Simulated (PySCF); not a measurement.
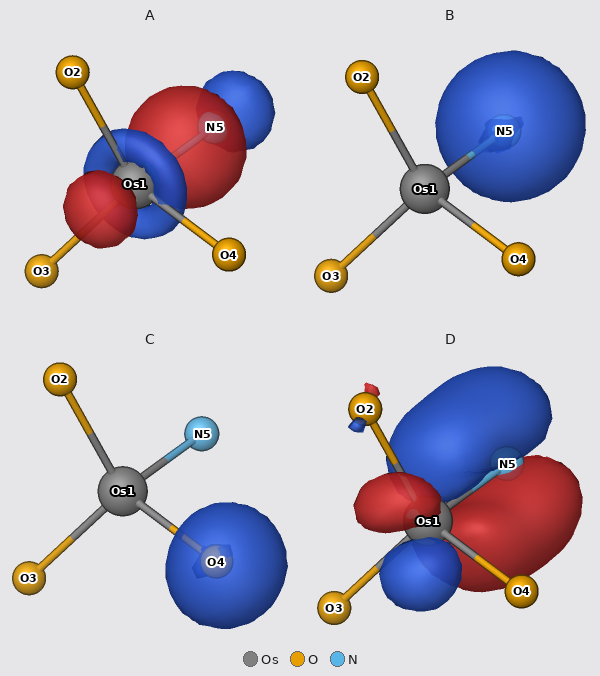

*[OsO3N]- (NO₃Os, charge −1). Pipek–Mezey orbitals, occupied; each surface holds about 70 % of the orbital's density. Energies are diagonal elements of the Fock matrix.*

Method: B3LYP/def2-SVPD; geometry: GFN2-xTB; program: PySCF. Core potentials replace the inner electrons of Os; spin–orbit coupling isn't included. This is a single-reference result, which may miss multireference character in this system. No frequency check shows the geometry to be a minimum. GFN2-xTB bond lengths at metals and heavier atoms can be off by up to 0.1 Å and shapes distorted, which carries into these values.

Q: What does each orbital represent in a Lewis picture?

A: By panel:
- A: σ bond N5–Os1 (N5 53 %, Os1 44 %; −8.7 eV)
- B: lone pair on N5 (s-type) (N5 96 %, Os1 3 %; −13.2 eV)
- C: lone pair on O4 (s-type) (O4 97 %; −18.4 eV)
- D: π bond N5–Os1 (N5 71 %, Os1 26 %; −5.1 eV)

Q: Which has the smallest and which the largest spatial spread?

A: Smallest: C (0.71 Å); largest: D (1.17 Å).

Cost of the run: 12 s on 1 thread of Arm Neoverse V1 (shared host), peak memory 0.5 GiB.
